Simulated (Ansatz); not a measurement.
# H$_{2}$Ti$_{3}$: what the fields show

Input

```
crystal:
  periodic: [false, false, false]
  atoms:
    - {symbol: Ti, position_ang: [1.460616, 0.359516, 0.568815]}
    - {symbol: Ti, position_ang: [-0.721066, 1.410621, -0.267315]}
    - {symbol: Ti, position_ang: [-0.333836, -0.801968, -0.134103]}
    - {symbol: H, position_ang: [1.512802, -1.118839, -0.553256]}
    - {symbol: H, position_ang: [-1.918515, 0.150661, 0.385848]}
basis:
  gaussian: {orbitals: def2-TZVP, initial_orbitals: start.molden}
hamiltonian: {xc: pbe0, dispersion: d4}
scf: {omitted_lower_state_checks: [starts]}
output: {orbitals: {seedname: orbitals}}
```

Run with:

```sh
ansatz run in.yaml --threads 4 --pin off --events-out ev --progress --plain --max-ram 3916MiB
```

Geometry: PBE0-D4/def2-TZVP.

Computed with RKS PBE0-D4/def2-TZVP (Ansatz 0.2.0).

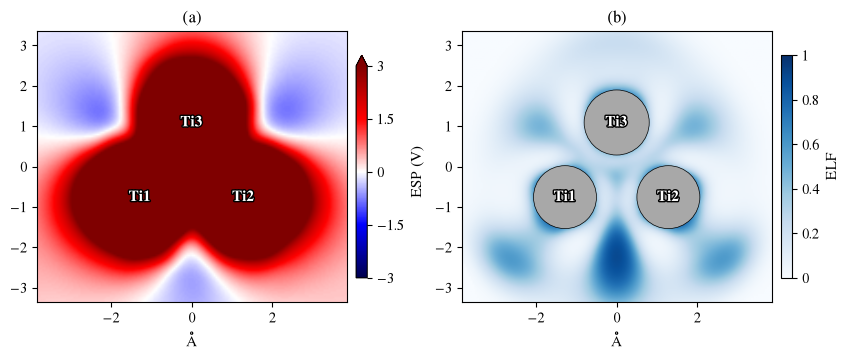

Figure 1. (a) molecular electrostatic potential; (b) electron localisation function on the plane of atoms Ti1, Ti3 and Ti2. Grey discs cover the atomic cores in the ELF map.

Question: What does the map show?

Answer:
- The plane passes through Ti nuclei.
- Ti–Ti (2.25 Å): the ELF is about 0.25 at the midpoint.
- Outside the dense part of the molecule the potential is most negative (−0.8 V) near H4, which lies off the plane.

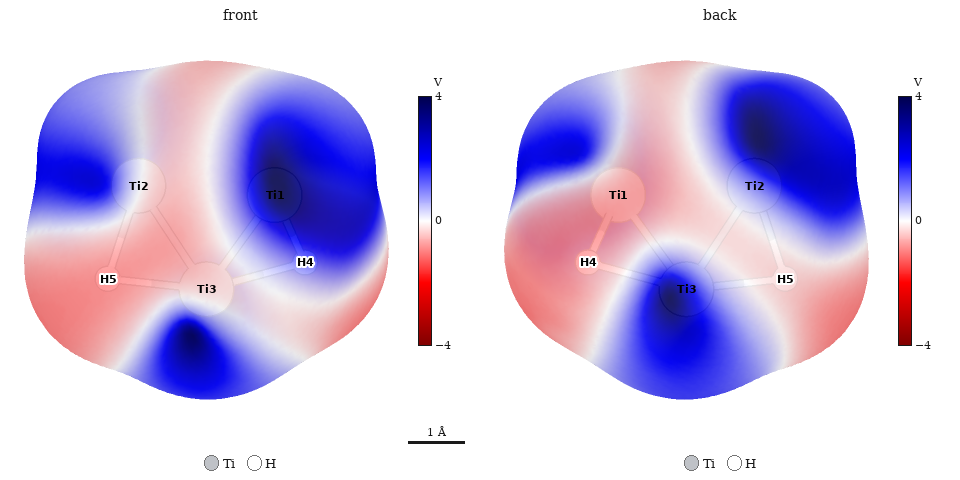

Figure 2. The electrostatic potential painted on the density surface at 0.002 e/bohr³, seen from the front and from behind; the colour scale runs from red (negative) to blue (positive).

Question: Which sites attract a positive test charge, and which a negative one?

Answer: A positive charge is drawn to the negative regions and a negative charge to the positive ones. The most negative region (about −1.0 V, or −23 kcal/mol for a unit charge) lies over H4 and H5, the most positive (about +3.9 V, or +90 kcal/mol for a unit charge) over Ti1, Ti2 and Ti3.

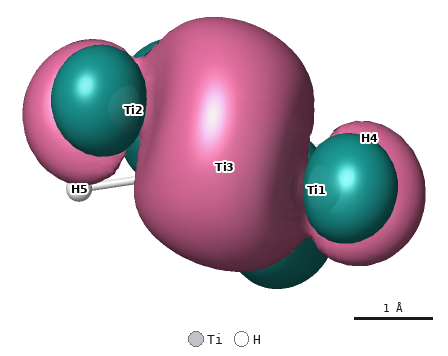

Figure 3. The HOMO−1 at ±0.08 Å⁻³ᐟ² (teal and pink are the two phases), seen from one side.

Question: What is the character of this orbital?

Answer: Its weight (Hirshfeld) is mainly on Ti1 (about 35 %), Ti2 (about 35 %) and Ti3 (about 25 %). Its energy is −3.94 eV.
